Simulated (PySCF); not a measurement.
# C4H6O2Si (SMILES [SiH3]Oc1ccoc1): what the fields show

```xyz
13

Si    2.3587    0.3050    0.3530
O     1.1002   -0.7072    0.1459
C    -0.2157   -0.4813    0.0267
C    -0.8981    0.7662    0.0456
C    -2.2146    0.4658   -0.1116
O    -2.3937   -0.8570   -0.2247
C    -1.1797   -1.4360   -0.1411
H     3.4244   -0.6816    0.3925
H     2.4633    1.2436   -0.7671
H     2.2152    1.0708    1.5936
H    -0.4494    1.7307    0.1606
H    -3.0890    1.0841   -0.1575
H    -1.1260   -2.5026   -0.2122
```

Geometry: GFN2-xTB, NEB image 0 of 0 to 8.

These are results of PySCF 2.14.0, PBE0/pcSseg-1, SCF density, gas phase, non-relativistic, not measurements.

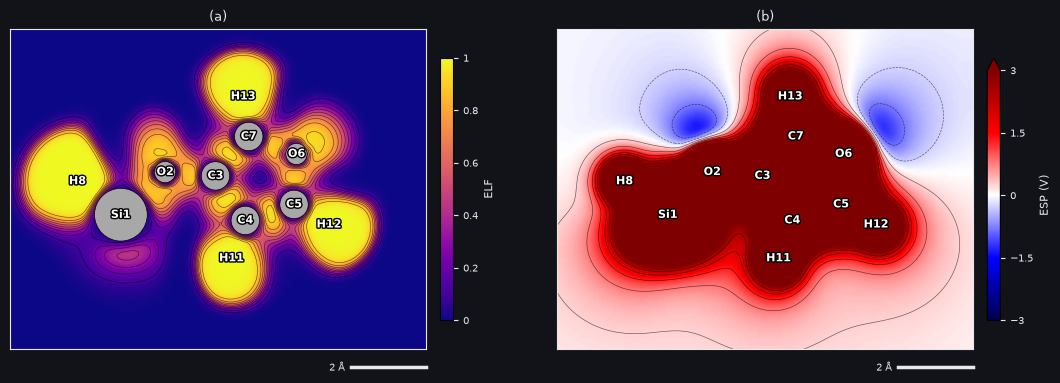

Figure 1. (a) ELF; (b) molecular electrostatic potential on the plane of atoms C3, C7 and O6. Grey discs cover the atomic cores in the ELF map.

Describe what can be read from this map.

Atoms in the plane: Si, O, C and H. C–O (1.34 Å): the ELF peaks at about 0.90 between the atoms: a polar covalent bond. C–C (1.36 Å): the ELF peaks at about 0.95 between the atoms: localised, covalent bonding. Si–O (1.63 Å): the ELF peaks at about 0.85 between the atoms (a short, strongly polar bond). C–H (1.07 Å): the ELF climbs to about 1 towards the hydrogen, as it does in any bond to H (an ordinary covalent bond to hydrogen). C–C (1.42 Å): the ELF peaks at about 0.95 between the atoms; a covalent bond. The ELF also peaks beside O2 and O6, away from the bonds: lone-pair regions. Outside the dense part of the molecule the potential is most negative (−1.4 V) near O2.

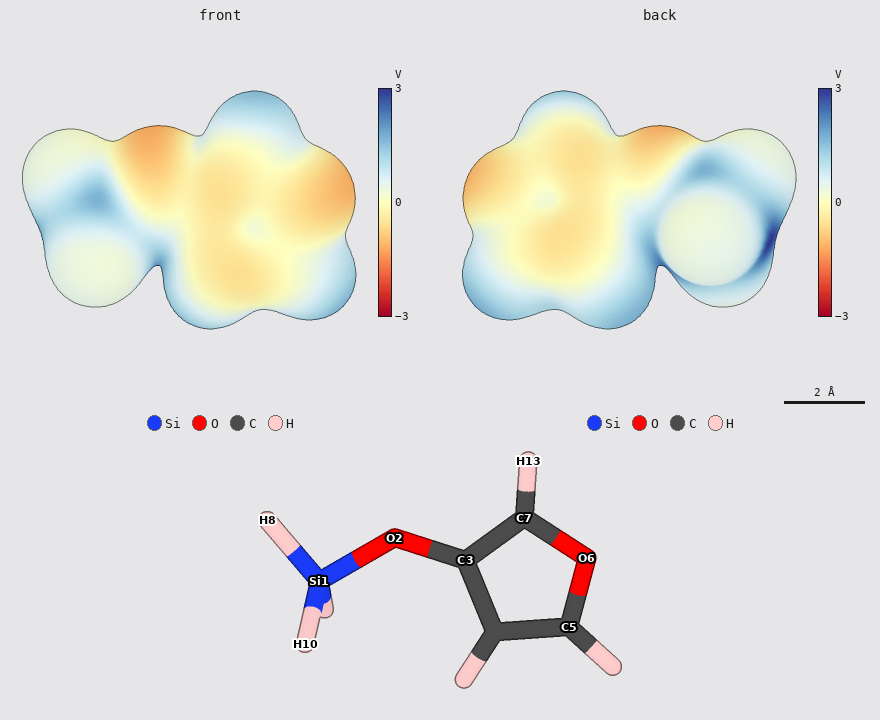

Figure 2. The electrostatic potential painted on the density surface at 0.004 e/bohr³, seen from the front and from behind; the colour scale runs from red (negative) to blue (positive). The bare structure is drawn below in the same view.

Where is the surface potential most negative and most positive?

The most negative region (about −1.1 V, or −25 kcal/mol for a unit charge) lies over O2, the most positive (about +2.8 V, or +65 kcal/mol for a unit charge) over Si1. O2 is the likeliest acceptor of a hydrogen bond.

What dipole moment does the calculation give?

Its dipole moment is 1.43 D.
